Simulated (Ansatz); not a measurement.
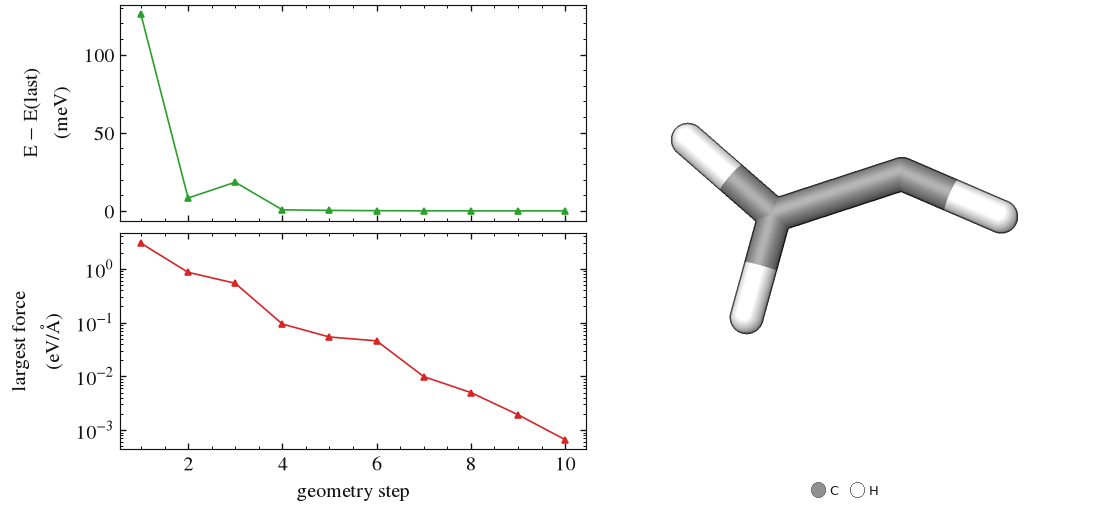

Beside the plot: the molecule at the start.

History of a geometry optimisation.

System: C2H3 (SMILES [CH][CH2]), multiplicity 2.
Method: Ansatz, PBE0/def2-SVP, Gaussian basis.

Question: How did it end, and what did it gain?

Answer: The optimisation met its thresholds at geometry 10, counting the start as the first. The energy fell by about 130 meV from the first step to the last, with a rise at step 3. The largest force goes from about 3 eV/Å at the start to 7 × 10⁻⁴ eV/Å at the end.
